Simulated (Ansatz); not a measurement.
**AlH2SF (SMILES [F][AlH][SH]): levels of theory compared**

We compute a comparison of 6 runs (BLYP/STO-3G, HSE06/STO-3G, PBE/STO-3G, MP2/STO-3G, CCSDT/STO-3G, FCI/STO-3G) of AlH2SF. 

Program for the calculation: Ansatz 0.2.0.

65 further runs of the same task are left out: 1 that didn't finish, 64 set aside as unsound or not needed.

## Step 1: The system as given

The species is AlH2SF (5 atoms), meant as a singlet with charge 0. As SMILES, `[F][AlH][SH]`. The H5–S3 distance was set to 2.691 Å, away from the relaxed value. At this shape a bond of the SMILES string is far longer than usual.

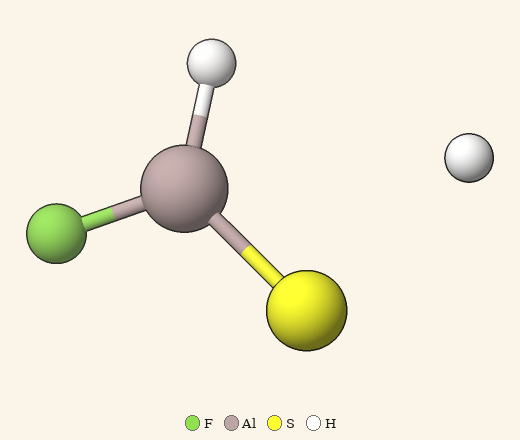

The structure, seen from a chosen angle (fluorine green, aluminium light grey, sulfur yellow, hydrogen white).

## Step 2: A single-point energy at BLYP/STO-3G (run 1)

run.yaml reads:

```yaml
crystal:
  periodic: [false, false, false]
  atoms:
    - {symbol: F, position_ang: [-1.239700, -2.511395, 1.803095]}
    - {symbol: Al, position_ang: [-0.550100, -1.284695, 0.950395]}
    - {symbol: S, position_ang: [1.499900, -0.792995, 1.459095]}
    - {symbol: H, position_ang: [-1.377300, -0.545195, -0.159605]}
    - {symbol: H, position_ang: [1.572300, 1.158200, -0.392100]}
basis:
  gaussian: {orbitals: STO-3G}
accuracy: high
hamiltonian: {xc: {name: BLYP}}
```

Launch:

```bash
$ ansatz run run.yaml --threads 1 --pin off --max-ram 2610MiB --events-out events.jsonl --progress --plain --runs-dir runs
```

Standard output:

```text
Warning: RAYON_NUM_THREADS=1 ignored (pool sized by the plan → 1); use --threads N
Functional definition: BLYP
  name "BLYP"
  parameter beta = 0.0042
  parameter a = 0.04918
  parameter b = 0.132
  parameter c = 0.2533
  parameter d = 0.349
  exchange = b88_x(beta = beta)
  correlation = lyp_c(a = a, b = b, c = c, d = d)
451 factors; integrals over basis functions are off by at most 2.8e-8 eV
mean field evaluation 1: about -19931.3747 eV, gradient 3.1e1 eV
mean field evaluation 2: about -19901.6979 eV, gradient 9.7e1 eV
mean field evaluation 4: about -19923.7277 eV, gradient 1.9e1 eV
mean field evaluation 8: about -19936.5333 eV, gradient 1.2e-1 eV
mean field evaluation 16: about -19901.7207 eV, gradient 7.6e1 eV
mean field -19936.53345309 eV, -732.6540909335 hartree, gradient 1.7e-8 eV, S^2 0.000000; 0 other end points of the search recorded, 0 dependent functions left out
reference -19936.53349188 eV, -732.6540923588 hartree; 20, 20 occupied and 5, 5 virtual orbitals, 451 factors
Total energy: -19936.53349188 eV, -732.6540923588 hartree
```

Run time: 0.54 s. Hardware: 1 thread of AMD EPYC 9R45 (Zen 5), shared host.

## Step 3: A single-point energy at HSE06/STO-3G (run 2)

run.yaml, as its differences from that of step 2:

```diff
@@ -10,3 +10,3 @@
   gaussian: {orbitals: STO-3G}
+hamiltonian: {xc: hse06}
 accuracy: high
-hamiltonian: {xc: {name: BLYP}}
```

Launch:

```bash
$ ansatz run run.yaml --threads 1 --pin off --max-ram 2610MiB --events-out events.jsonl --progress --plain --runs-dir runs
```

Standard output:

```text
Warning: RAYON_NUM_THREADS=1 ignored (pool sized by the plan → 1); use --threads N
Functional definition: HSE06
  name "HSE06"
  parameter a = 0.25
  parameter omega = 0.11/bohr
  exchange = pbe_x - a*pbe_x_sr(omega) + a*exact_x_sr(omega)
  correlation = pbe_c
451 factors; integrals over basis functions are off by at most 2.8e-8 eV
64 factors; integrals over basis functions are off by at most 1.1e-9 eV
mean field evaluation 1: about -19926.8205 eV, gradient 2.4e1 eV
mean field evaluation 2: about -19918.8415 eV, gradient 5.0e1 eV
mean field evaluation 4: about -19927.4342 eV, gradient 1.6e1 eV
mean field evaluation 8: about -19929.1818 eV, gradient 1.2e0 eV
mean field evaluation 16: about -19929.1593 eV, gradient 3.5e-5 eV
mean field -19929.15933152 eV, -732.3830969640 hartree, gradient 3.9e-8 eV, S^2 0.000000; 0 other end points of the search recorded, 0 dependent functions left out
reference -19929.15933338 eV, -732.3830970323 hartree; 20, 20 occupied and 5, 5 virtual orbitals, 451 factors
Total energy: -19929.15933338 eV, -732.3830970323 hartree
```

It took 0.6 s on 1 thread of AMD EPYC 9R45 (Zen 5), shared host.

Runs 3 to 4 aren't shown in full; the table further down has their settings and results.

## Step 4: A single-point energy at CCSDT/STO-3G (run 5)

input.yaml reads:

```yaml
crystal:
  periodic: [false, false, false]
  atoms:
    - {symbol: F, position_ang: [-1.239700, -2.511395, 1.803095]}
    - {symbol: Al, position_ang: [-0.550100, -1.284695, 0.950395]}
    - {symbol: S, position_ang: [1.499900, -0.792995, 1.459095]}
    - {symbol: H, position_ang: [-1.377300, -0.545195, -0.159605]}
    - {symbol: H, position_ang: [1.572300, 1.158200, -0.392100]}
basis:
  gaussian:
    orbitals: STO-3G
total_charge: 0
correlation:
  method: ccsdt
  frozen_orbitals: {Al: 5, F: 1, H: 0, S: 5}
accuracy: high
scf:
  omitted_lower_state_checks: [cluster_reference, increment]
```

Launch:

```bash
$ ansatz run input.yaml --threads 1 --pin off --max-ram 2610MiB --events-out events.jsonl --progress --plain --runs-dir runs
```

Standard output, cut to the lines that bear on the results:

```text
Warning: RAYON_NUM_THREADS=1 ignored (pool sized by the plan → 1); use --threads N
Functional definition: HF
  name "HF"
[...]
451 factors; integrals over basis functions are off by at most 2.8e-8 eV
[...]
mean field -19896.22658964 eV, -731.1728410226 hartree, gradient 4.6e-8 eV, S^2 0.000000; 0 other end points of the search recorded, 0 dependent functions left out; unrestricted orbitals would lower it
11 core orbitals not correlated: weight in the atoms' cores, before any rotation towards them, 0.999 or more for the frozen orbitals, at most 0.000 for the correlated occupied ones
reference -19896.22658964 eV, -731.1728410226 hartree; 9, 9 occupied and 5, 5 virtual orbitals, 451 factors
second order -4.12695278 eV of doubles, -0.00000000 eV of singles
cycle   1  -3.49488239 eV  change    -1.3e0 eV  update   1.5e-1
[...]
cycle  43  -6.28453137 eV  change   -1.3e-9 eV  update  8.2e-10
WARN: these amplitudes may be one of several solutions (largest doubles amplitude 0.69, level shift 10.30 eV)
Total energy: -19902.51112101 eV, -731.4037932906 hartree
Checks for a lower state left out: cluster_reference, increment
```

Wall time 0.28 s (1 thread of AMD EPYC 9R45 (Zen 5), shared host).

## Step 5: A single-point energy at FCI/STO-3G (run 6)

in.yaml reads:

```yaml
crystal:
  periodic: [false, false, false]
  atoms:
    - symbol: F
      position_ang: [-1.239700, -2.511395, 1.803095]
    - symbol: Al
      position_ang: [-0.550100, -1.284695, 0.950395]
    - symbol: S
      position_ang: [1.499900, -0.792995, 1.459095]
    - symbol: H
      position_ang: [-1.377300, -0.545195, -0.159605]
    - symbol: H
      position_ang: [1.572300, 1.158200, -0.392100]
basis:
  gaussian:
    orbitals: STO-3G
magnetization:
  spin_polarized: false
correlation:
  method: fci
  frozen_orbitals: {Al: 5, F: 1, H: 0, S: 5}
accuracy: high
```

Launch:

```bash
$ ansatz run in.yaml --threads 1 --pin off --max-ram 2610MiB --events-out events.jsonl --progress --plain --runs-dir runs
```

Standard output, cut to the lines that bear on the results:

```text
Warning: RAYON_NUM_THREADS=1 ignored (pool sized by the plan → 1); use --threads N
Functional definition: HF
  name "HF"
[...]
451 factors; integrals over basis functions are off by at most 2.8e-8 eV
[...]
mean field -19896.22658964 eV, -731.1728410226 hartree, gradient 4.6e-8 eV, S^2 0.000000; 0 other end points of the search recorded, 0 dependent functions left out; unrestricted orbitals would lower it
[...]
unrestricted determinant -19900.38558289 eV, -731.3256812052 hartree, S^2 0.9724
11 core orbitals not correlated: weight in the atoms' cores, before any rotation towards them, 0.999 or more for the frozen orbitals, at most 0.000 for the correlated occupied ones
reference -19896.22658964 eV, -731.1728410226 hartree; 9, 9 occupied and 5, 5 virtual orbitals, 451 factors
state -19902.52130337 eV, -731.4041674852 hartree
Total energy: -19902.52130337 eV, -731.4041674852 hartree
```

Run time: 12 s. Hardware: 1 thread of AMD EPYC 9R45 (Zen 5), shared host; peak memory 0.38 GiB.

## Step 6: Overview of the runs

```
run         level  frozen core orbitals  energy (Eh)  wall time
  1   BLYP/STO-3G                     –  -732.654092     0.54 s
  2  HSE06/STO-3G                     –  -732.383097      0.6 s
  3    PBE/STO-3G                     –  -732.314281     0.54 s
  4    MP2/STO-3G                    11  -731.324504     0.12 s
  5  CCSDT/STO-3G                    11  -731.403793     0.28 s
  6    FCI/STO-3G                    11  -731.404167       12 s
```

## Step 7: Outcome

| quantity | value |
| --- | --- |
| run 6: total energy | -731.40417 Eh |
| run 6: correlation energy (11 core orbitals frozen) | -231.3 mEh |

Against full CI in this basis: MP2 +79.7 mEh; CCSDT +0.4 mEh. Totals of different functionals can't be ranked against each other. In runs 4, 5 the log says that unrestricted orbitals would lower the reference, so the values rest on an unstable closed-shell determinant (other closed-shell runs at this shape may share the fault). In runs 1, 2, 3, 4, 5, 6 the basis is minimal, so the values are rough. All runs together took 14 s, the longest 12 s.
